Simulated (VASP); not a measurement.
Band structure of Hf3N4 (space group I-43d). All values below come from PBE GGA, VASP's PBE PAW potentials (set 64) (plane waves; VASP 6.6.1).

Unless said otherwise, spin-orbit coupling is left out, though it shifts the bands of the heavy elements here.

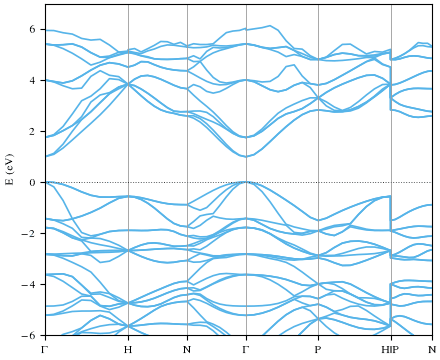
*Bands along high-symmetry lines, zero at the valence-band maximum or, without a gap, the Fermi level*

Task: Read the plot: is there a gap, and where are the band edges?

Result: The gap is direct, 0.98 eV, from the valence maximum at Γ to the conduction minimum at Γ.

The structure comes from a computed database's Hf3N4 entry, a phase known from measurement. The cell was not relaxed at this level. The run is one of a series of settings (NBANDS = 62 against the base run), some of them coarse on purpose.
